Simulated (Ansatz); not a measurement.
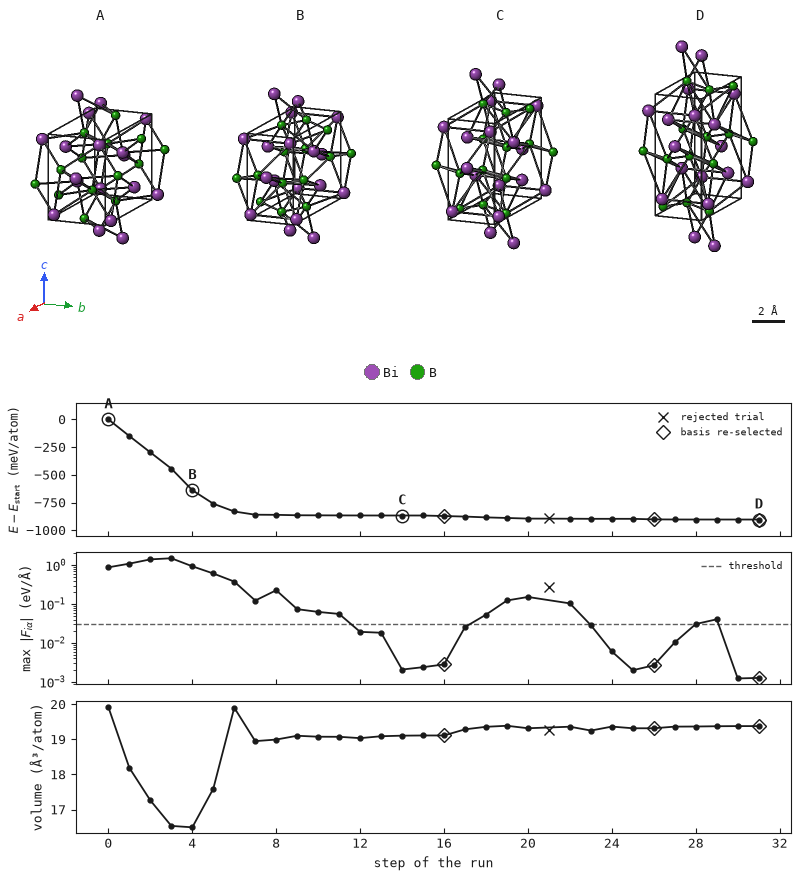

Frames of a relaxation of crystalline BiB (a generated structure, set up in Pnma), marked on the history of the run. The picture is a ball-and-stick view of the cell of the calculation, reduced to other axes, seen slightly off an axis. Lengths and directions refer to the drawn axes.

The start is a swapped structure.

Method: Ansatz, DFT, PAW plane waves, LDA. (plane-wave cutoff 420 eV; k-point mesh 5 × 4 × 7; occupations fermi dirac; smearing width 0.1 eV; no spin polarisation; cell and atoms relaxed; force threshold 0.03 eV/Å; at most 40 steps)

**Describe the path.**

The largest moves relative to the cell, 1.08 Å, are those of B atoms. Largest moves by element: B 1.08 Å, Bi 0.48 Å. The volume changes by −2.7 %, with a 7.397 → 6.258 Å (−15.4 %), b 3.896 → 3.155 Å (−19.0 %), c 5.529 → 7.852 Å (+42.0 %). Some distances before and after: Bi–Bi 3.896 → 3.155 Å, B–B 2.339 → 1.627 Å, B–Bi 2.877 → 3.283 Å, B–Bi 2.900 → 3.270 Å. New bonds form: B–B (2.34 → 1.63 Å). The space group stays Pnma (No. 62). After 27 accepted moves (31 points after the start) the energy has fallen by 903 meV per atom. The largest force component goes from 0.88 to 0.0013 eV/Å. The pressure goes from −10.40 to 0.01 GPa. The line search rejected the trial step at point 21 of the run. At 3 points the geometry stayed and the basis and grid were re-selected for the new cell (energy shift of 4.9 meV per atom at most each time). The run took of the order of 11 core-minutes on a shared host. From step 0 to 4: B atoms move most (0.41 Å), volume −17.2 %, energy −638 meV per atom. From step 4 to 14: B atoms move most (0.48 Å), volume +15.8 %, energy −228 meV per atom. From step 14 to 31: Bi atoms move most (0.37 Å), volume +1.4 %, energy −36.5 meV per atom.

```csv
step,"E − E(0), meV/atom","largest force component, eV/Å","pressure, GPa","volume, Å³/atom",note
0,0.00,0.8804,-10.40,19.919,
1,-150.20,1.0953,-5.12,18.188,
2,-297.48,1.4102,-0.94,17.262,
3,-443.79,1.5064,4.79,16.535,
4,-638.41,0.9362,10.46,16.494,
5,-760.26,0.6114,8.62,17.592,
6,-830.67,0.3784,-4.07,19.903,
7,-859.63,0.1230,0.61,18.950,
8,-860.79,0.2264,0.39,18.995,
9,-864.65,0.0739,-0.57,19.103,
10,-865.26,0.0628,-0.17,19.076,
11,-865.95,0.0557,-0.09,19.074,
12,-866.47,0.0193,0.06,19.035,
13,-866.68,0.0183,-0.02,19.090,
14,-866.76,0.0021,0.02,19.106,
16,-871.58,0.0028,0.34,19.111,"same geometry, new basis"
17,-876.46,0.0257,0.23,19.286,
18,-883.76,0.0533,0.21,19.359,
19,-889.03,0.1236,0.00,19.388,
20,-894.68,0.1521,-0.23,19.317,
21,-890.14,0.2686,-0.69,19.264,rejected
22,-895.74,0.1039,-0.35,19.361,
23,-896.66,0.0285,0.36,19.251,
24,-896.69,0.0060,-0.22,19.365,
25,-896.76,0.0020,-0.01,19.317,
27,-902.77,0.0103,0.10,19.364,
28,-903.00,0.0306,0.04,19.367,
29,-903.02,0.0405,0.05,19.375,
30,-903.14,0.0012,0.01,19.379,
31,-903.21,0.0013,0.01,19.379,"same geometry, new basis"
```
